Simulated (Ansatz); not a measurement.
# Glassy 58SiO2-11Na2O-13BaO-18CaO (mol %) (102 atoms) under strain, part 4 of 4

How stiff is glassy 58SiO2-11Na2O-13BaO-18CaO (mol %) (102 atoms), and how do its levels respond to strain?

Ansatz 0.2.0; Kohn-Sham DFT, LDA, PAW (set soft_2), plane waves.

The cell: 22 Si, 8 Na, 5 Ba, 7 Ca and 60 O. The quench rate of 50 K/ps is many orders above laboratory rates. The starting topology of bonds comes from the classical model. The Brillouin zone is sampled at Γ only. The levels lack spin–orbit coupling.

So far. Step 11 (Compressed by 1 % along x): The relaxation converged after 7 steps, 0.0852 eV below its start, with a largest force component of 0.029 eV/Å. Step 11 (Compressed by 1 % along x): Compressed by 1 % along x: the energy stands 0.0392 eV above that of the reference, at a pressure of 0.543 GPa.

### 12. Sheared by 2 % in xy

A shear of the relaxed cell gives the modulus that volume changes can't reach.

input.yaml reads:

```yaml
crystal:
  lattice:
    - [10.64961, 0.52368, 0.18712]
    - [0.53266, 11.54669, 0.27561]
    - [0.18988, 0.27748, 11.10266]
  atoms:
    [... the 102 atom lines of step 4 ...]
kpoints:
  mp_grid: { grid: [1, 1, 1] }
hamiltonian:
  xc: lda
scf:
  occupations: { method: fixed }
output:
  forces: true
  eigenvalues: true
  stress: true
relax:
  f_tol: 0.05
  max_steps: 70
```

Launch:

```
$ ansatz run input.yaml --threads 4 --pin off --max-ram 8192MiB --backend cpu --events-out ev --progress --plain --runs-dir out
```

Numbers of over 12 decimals in the logs are rounded to 6 here.

Output:

```text
[...]
Crystal: 102 atoms, lattice volume = 1361.002 Å³
Basis set: ecut = 420 eV, 26573 PW (Γ)
Bands: 422, of which v1, the nominal top of the filled ones, is band 320 counted from 1 (319 counted from 0)
Symmetry: 1 space group operations
[...]
k-points: 1
[...]
SCF iter   1: F=—  HF=-99880.819471 eV  |F-HF|=—  |Δ(HF+E_count)|=         —  Δρ=1.37e-2  dr2=2.34e0  ethr=1.77e-3  ⟨swp⟩=5.0  Hψ=1622  notcnv=0  defer=100
[...]
SCF iter   6: F=—  HF=-99880.114791 eV  |F-HF|=—  |Δ(HF+E_count)|=   2.69e-5  Δρ=1.02e-4  dr2=1.44e-4  ethr=9.84e-8  ⟨swp⟩=2.0  Hψ=768  notcnv=0  defer=100
SCF iter   7: F=-99880.114783 eV  HF=-99880.114788 eV  |F-HF|=4.66e-6  |Δ(HF+E_count)|=   3.34e-6  Δρ=3.70e-5  dr2=1.88e-5  ethr=9.77e-9  ⟨swp⟩=18.0  Hψ=2922  notcnv=0
SCF 1 converged in 7 iterations: F = -99880.114783 eV  dr2 = 1.88e-5
[...]
relax step   1: F+E_penalty+E_count = -99880.11478339 eV  Δ(F+E_penalty+E_count) = +0.000e0 eV  max|allowed force component| = 5.453e-1 eV/Å  Δτ_max = 0.0000 Å  (7 SCF iters, dr2 threshold 6.25e-5 eV, accepted)
[...]
relax step   2: F+E_penalty+E_count = -99880.17451264 eV  Δ(F+E_penalty+E_count) = -5.973e-2 eV  max|allowed force component| = 3.604e-1 eV/Å  Δτ_max = 0.0442 Å  (6 SCF iters, dr2 threshold 1.86e-5 eV, accepted)
[...]
relax step   3: F+E_penalty+E_count = -99880.21347952 eV  Δ(F+E_penalty+E_count) = -3.897e-2 eV  max|allowed force component| = 1.156e-1 eV/Å  Δτ_max = 0.0326 Å  (6 SCF iters, dr2 threshold 8.12e-6 eV, accepted)
relax step   4: F+E_penalty+E_count = -99880.16962856 eV  Δ(F+E_penalty+E_count) = +4.385e-2 eV  max|allowed force component| = 4.200e-1 eV/Å  Δτ_max = 0.0797 Å  (9 SCF iters, rejected (line search))
relax step   5: F+E_penalty+E_count = -99880.22269468 eV  Δ(F+E_penalty+E_count) = -9.215e-3 eV  max|allowed force component| = 5.131e-2 eV/Å  Δτ_max = 0.0233 Å  (9 SCF iters, accepted)
relax step   6: F+E_penalty+E_count = -99880.22364072 eV  Δ(F+E_penalty+E_count) = -9.460e-4 eV  max|allowed force component| = 6.333e-2 eV/Å  Δτ_max = 0.0191 Å  (8 SCF iters, accepted)
[...]
relax step   7: F+E_penalty+E_count = -99880.22497972 eV  Δ(F+E_penalty+E_count) = -1.339e-3 eV  max|allowed force component| = 3.137e-2 eV/Å  Δτ_max = 0.0150 Å  (7 SCF iters, accepted)
SCF converged after 7 iterations
Free energy (F): -99880.224980 eV
[...]
Internal energy: -99880.224980 eV  (E = F + TS)
E sigma→0 (E₀):  -99880.224980 eV
Fermi energy:    5.411182 eV
[...]
Σ components = -99880.224980   (vs F -99880.224980, Δ=0.00e0)
--- Forces (eV/Å), atoms counted from 1 ---
  atom   1  Si     0.00483949     0.01211425     0.00051052
  atom   2  Si    -0.00977705     0.01168562    -0.00559507
  atom   3  Si    -0.02041978     0.01826561    -0.00562097
  atom   4  Si     0.00806234    -0.01193030    -0.00433784
[...]
atom 102  O      0.00868683    -0.00054516    -0.01242280
  max |Σ_I F_I| component: 1.56e-4 eV/Å
--- Stress (GPa, compression-positive) ---
       -0.159401      -0.552298      -0.035980
       -0.552298      -0.063981       0.040870
       -0.035980       0.040871      -0.139675
  P = ⅓ Tr σ = -0.1210 GPa (-1.210 kbar)
--- Band table (eV) ---
[...]
--- Relaxed structure (7 steps of the walk, 6 accepted, 0 SCFs on fresh bases) ---
  F+E_penalty+E_count = -99880.22497972 eV   max|allowed force component| = 3.137e-2 eV/Å
  atoms:
    - { symbol: Si, position: [0.462213, 0.568879, 0.972548] }
    - { symbol: Si, position: [0.647831, 0.918685, 0.340390] }
    - { symbol: Si, position: [0.784449, 0.109146, 0.483879] }
    - { symbol: Si, position: [0.225485, 0.609401, 0.658253] }
[...]
- { symbol: O, position: [0.729405, 0.768619, 0.00763867] }
```

The job ended after 2.6 min (4 threads of Arm Neoverse V1, shared host; peak memory 1.8 GiB).

The relaxation converged after 7 steps, 0.110 eV below its start, with a largest force component of 0.031 eV/Å.

Sheared by 2 % in xy: the energy stands 0.0569 eV above that of the reference, at a pressure of -0.121 GPa.

### 13. Pressure against volume

Atoms are relaxed at each volume, in the scaled cell.

```
volume change (%)  volume (Å³/atom)  energy change (meV/atom)  pressure (GPa)  largest move on relaxing (Å)  bonds  gap (eV)
              -10            12.010                     21.09            6.08                          1.67    223                3.45
               -6            12.544                      6.37            2.90                          1.18    216                3.40
               -3            12.944                      2.16            1.67                          0.13    216                3.33
               +0            13.345                      0.00           -0.01                             -    210                3.31
               +3            13.745                      1.75           -1.35                          0.17    205                3.28
               +6            14.145                      6.46           -2.45                          0.36    205                3.25
```

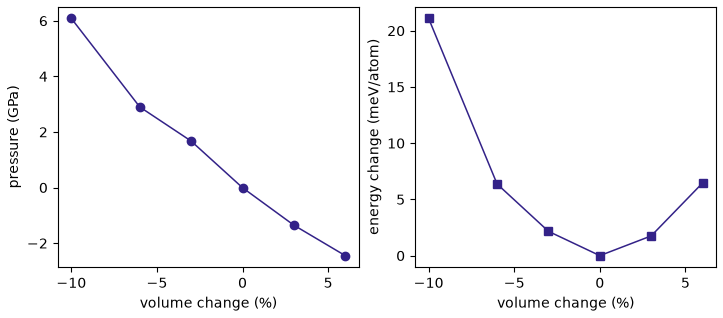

Pressure and energy against volume.

### 14. Uniaxial strain and shear

Stress (GPa, compression positive) less that of the relaxed cell, atoms relaxed:

```
                   strain      xx      yy      zz      xy  energy change (meV/atom)
 stretched by 1 % along x  -0.908  -0.269  -0.365  -0.059                      0.43
compressed by 1 % along x   0.933   0.310   0.402   0.083                      0.38
     sheared by 2 % in xy  -0.145  -0.069  -0.132  -0.563                      0.56
```

### 15. What came out

The bulk modulus, from the slope of pressure against ln V over the three points nearest the relaxed volume, is 50.4 GPa; between neighbouring points the slope runs 73, 39, 55, 46 and 38 GPa from the smallest volume up, without a steady fall, so no pressure derivative is given. The count of bonds runs from 205 to 223 over the series, so at some points contacts cross the cutoffs. At -10 % and -6 % some atom moved by over 0.5 Å on relaxing, so those points may sit in another local minimum. The gap goes from 3.45 eV at the smallest volume to 3.25 eV at the largest, -1.2 eV per unit of ln V by a straight line, on the run's k-points. In the Cartesian axes of the cell, finite differences give C11 = 92.0, C12 = 29.0, C13 = 38.3 and C66 = 28.1 GPa (the shear of 2 % is the engineering strain, εxy = 0.01). The mean of C11, C12 and C13, which equals the bulk modulus in a cubic or isotropic solid, is 53.1 GPa: it agrees with the bulk modulus within 10 %. For an isotropic solid C66 would equal (C11 − C12)/2 = 31.5 GPa; so small a sample needn't be isotropic, and C66 rests on one shear. With the bulk modulus and C66 as K and G, Young's modulus would be about 71 GPa and Poisson's ratio 0.26.

**Limits.** Strains are finite and relaxations stop at the force tolerance of the input, which can leave moduli too stiff; they are those of a static cell at zero temperature. Volumes are changed with the cell's shape held, so in an anisotropic solid the modulus lies over the one under free hydrostatic load. The program notes that the SCF threshold of the relaxations is loose for the stress.

The DFT runs together took 45 min of wall time.

[Logs are printed without paths, hosts, clocks, repeated set-up lines and the standing remarks that a program may print on its own settings, such as how far it seeks lower states.]

[Hosts, paths, dates, database ids (printed as entryN), source tags and the programs' standing remarks are cut or masked in the printed files.]
